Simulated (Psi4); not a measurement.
# GaNH3 (SMILES [NH2][GaH]): U-wB97M-V/def2-TZVP

What is the vertical doublet–quartet gap of GaNH3 at U-wB97M-V/def2-TZVP? 

The calculation is run with Psi4 1.11.

## 1. Starting point

The species is GaNH3 (5 atoms), meant as a doublet with charge 0. As SMILES, `[NH2][GaH]`. The coordinates come from a PBE0-D4/def2-TZVP relaxation. This is one conformer, not always the lowest.

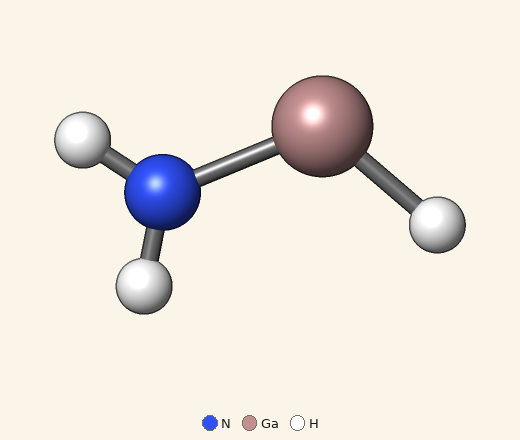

The structure, seen from a chosen angle (nitrogen blue, gallium pink, hydrogen white).

## 2. The energy at U-wB97M-V/def2-TZVP

Input file gah3n.xyz:

```xyz
5
GaH3N
N     -0.211900    -0.684000     0.064700
Ga     0.815500     0.782900     0.417000
H     -0.946800    -0.701300    -0.625100
H     -0.115200    -1.569300     0.532000
H      0.508200     2.097900    -0.430100
```

Input file gah3n_ase.py:

```python
import numpy as np
from ase.calculators.psi4 import Psi4
from ase.io import read

a = read('gah3n.xyz')
calc = Psi4(atoms=a, method='wb97m-v', basis='def2-TZVP', memory='2200MB', num_threads=1, charge=0, multiplicity=2, label='gah3n', reference='uks')
calc.psi4.set_options({'puream': True, 'e_convergence': 1e-09, 'd_convergence': 1e-08, 'scf_type': 'pk', 'dft_radial_points': 99, 'dft_spherical_points': 590, 'maxiter': 100})
a.calc = calc

print(f'energy: {a.get_potential_energy():.6f} eV')
```

Started as:

```console
python gah3n_ase.py
```

gah3n.dat:

```text
[...]
  Running in c1 symmetry.
[...]
  Nuclear repulsion =   95.419926874908640
[...]
  Multiplicity = 2
[...]
  Nalpha       = 21
  Nbeta        = 20
[...]
    Number of basis functions: 97
[...]
   @UKS iter   1: -1979.34958927556272   -1.95326e+00   3.31279e-02 DIIS/ADIIS
[...]
   @UKS iter  14: -1981.27019435988586   -2.11458e-11   6.72274e-09 DIIS
[...]
   @S^2 Observed:                7.525620299E-01
[...]
    Orbital Energies [Eh]
    ---------------------
    Alpha Occupied:
       1A   -373.121104     2A    -46.180457     3A    -40.821132
       4A    -40.819713     5A    -40.817580     6A    -14.477091
       7A     -5.659598     8A     -3.912277     9A     -3.907290
      10A     -3.902820    11A     -0.970450    12A     -0.937904
      13A     -0.936621    14A     -0.933619    15A     -0.931919
      16A     -0.910323    17A     -0.580527    18A     -0.560149
      19A     -0.434338    20A     -0.358679    21A     -0.279050
    Alpha Virtual:
      22A      0.031917    23A      0.081592    24A      0.138541
      25A      0.158877    26A      0.166981    27A      0.240799
[...]
  @UKS Final Energy: -1981.27019435988586
   => Energetics <=
    Nuclear Repulsion Energy =             95.4199268749086400
    One-Electron Energy =               -2950.5061497052820414
    Two-Electron Energy =                 938.9752950383248162
    DFT Exchange-Correlation Energy =     -65.3300652678684344
    Empirical Dispersion Energy =           0.0000000000000000
    VV10 Nonlocal Energy =                  0.1707987000313166
    Total Energy =                      -1981.2701943598856360
[...]
 Multipole Moments:
 ------------------------------------------------------------------------------------
     Multipole            Electronic (a.u.)      Nuclear  (a.u.)        Total (a.u.)
 ------------------------------------------------------------------------------------
 L = 1.  Multiply by 2.5417464519 to convert [e a0] to [Debye]
 Dipole X            :          3.4196009           -3.5661113           -0.1465104
 Dipole Y            :          3.0187691           -3.3622894           -0.3435204
 Dipole Z            :          1.9606498           -1.9542468            0.0064030
 Magnitude           :                                                    0.3735138
[...]
```

The script printed:

```text
energy: -53913.108077 eV
```

Run time: 1.8 min. Hardware: 1 thread of AMD EPYC 7R43 (Zen 3), shared host; peak memory 1.4 GiB.

## 3. The quartet

Input file job.json:

```json
{
  "schema_name": "qcschema_input",
  "schema_version": 1,
  "molecule": {
    "schema_name": "qcschema_molecule",
    "schema_version": 2,
    "symbols": ["N", "Ga", "H", "H", "H"],
    "geometry": [-0.40043297, -1.29257267, 0.12226528, 1.54107165, 1.47946658, 0.78801579, -1.78919269, -1.32526493, -1.1812678, -0.21769645, -2.96554721, 1.0053343, 0.96035882, 3.96445644, -0.81277121],
    "molecular_charge": 0,
    "molecular_multiplicity": 4,
    "fix_symmetry": "c1"
  },
  "driver": "energy",
  "model": {
    "method": "wb97m-v",
    "basis": "def2-TZVP"
  },
  "keywords": {
    "reference": "uks",
    "puream": true,
    "e_convergence": 1e-09,
    "d_convergence": 1e-08,
    "scf_type": "pk",
    "dft_radial_points": 99,
    "dft_spherical_points": 590,
    "maxiter": 100
  }
}
```

Started as:

```console
psi4 --qcschema job.json -n 1 --memory 2200MB
```

stdout:

```text
[...]
  Running in c1 symmetry.
[...]
  Nuclear repulsion =   95.419926978700360
[...]
  Multiplicity = 4
[...]
  Nalpha       = 22
  Nbeta        = 19
[...]
    Number of basis functions: 97
[...]
   @UKS iter   1: -1979.00366298630729   -1.60734e+00   3.39499e-02 DIIS/ADIIS
[...]
   @UKS iter  14: -1981.09153486195487   -8.18545e-12   7.13290e-09 DIIS
[...]
   @S^2 Observed:                3.754497272E+00
[...]
    Orbital Energies [Eh]
    ---------------------
    Alpha Occupied:
       1A   -373.093972     2A    -46.154760     3A    -40.794653
       4A    -40.794274     5A    -40.792919     6A    -14.647006
       7A     -5.633569     8A     -3.883777     9A     -3.881115
      10A     -3.879482    11A     -1.111386    12A     -0.915414
      13A     -0.911068    14A     -0.910521    15A     -0.907556
      16A     -0.905502    17A     -0.718295    18A     -0.649783
      19A     -0.549212    20A     -0.443384    21A     -0.270770
      22A     -0.169369
    Alpha Virtual:
      23A      0.034789    24A      0.098137    25A      0.133146
[...]
  @UKS Final Energy: -1981.09153486195487
   => Energetics <=
    Nuclear Repulsion Energy =             95.4199269787003601
    One-Electron Energy =               -2949.9073220099321588
    Two-Electron Energy =                 938.5197890707788702
    DFT Exchange-Correlation Energy =     -65.2942982055530052
    Empirical Dispersion Energy =           0.0000000000000000
    VV10 Nonlocal Energy =                  0.1703693040509511
    Total Energy =                      -1981.0915348619548695
[...]
 Multipole Moments:
 ------------------------------------------------------------------------------------
     Multipole            Electronic (a.u.)      Nuclear  (a.u.)        Total (a.u.)
 ------------------------------------------------------------------------------------
 L = 1.  Multiply by 2.5417464519 to convert [e a0] to [Debye]
 Dipole X            :          2.2270327           -3.5661113           -1.3390785
 Dipole Y            :          1.3327294           -3.3622894           -2.0295601
 Dipole Z            :          1.5448928           -1.9542468           -0.4093540
 Magnitude           :                                                    2.4657283
[...]
```

The result, in JSON:

```text
{
 "driver": "energy",
 "model": {
  "method": "wb97m-v",
  "basis": "def2-TZVP"
 },
 "success": true,
 "return_result": -1981.0915348619549,
 "properties": {
  "calcinfo_nbasis": 97,
  "calcinfo_nmo": 97,
  "calcinfo_nalpha": 22,
  "calcinfo_nbeta": 19,
  "calcinfo_natom": 5,
  "nuclear_repulsion_energy": 95.41992697870036,
  "return_energy": -1981.0915348619549,
  "scf_one_electron_energy": -2949.907322009932,
  "scf_two_electron_energy": 938.5197890707789,
  "scf_vv10_energy": 0.1703693040509511,
  "scf_xc_energy": -65.294298205553,
  "scf_dipole_moment": [-1.3390785462615309, -2.029560069154603, -0.40935398926272804],
  "scf_total_energy": -1981.0915348619549,
  "scf_iterations": 14
 }
}
```

Wall time 1.8 min (1 thread of AMD EPYC 7R43 (Zen 3), shared host); peak memory 1.3 GiB.

## 4. Outcome

At U-wB97M-V/def2-TZVP:

| quantity | value |
| --- | --- |
| doublet: total energy | -1981.27019 Eh |
| doublet: dipole moment | 0.95 D |
| doublet: HOMO energy (highest over α and β) | -7.59 eV |
| doublet: LUMO energy (lowest over α and β) | -0.59 eV |
| doublet: ⟨S²⟩ | 0.753 |
| quartet: total energy | -1981.09153 Eh |
| quartet: dipole moment | 6.27 D |
| quartet: HOMO energy (highest over α and β) | -4.61 eV |
| quartet: LUMO energy (lowest over α and β) | -3.78 eV |
| quartet: ⟨S²⟩ | 3.754 |
| vertical energy of the quartet above the doublet | 4.862 eV |

What this shows: At this shape the quartet lies 4.86 eV (112 kcal/mol) above the doublet.
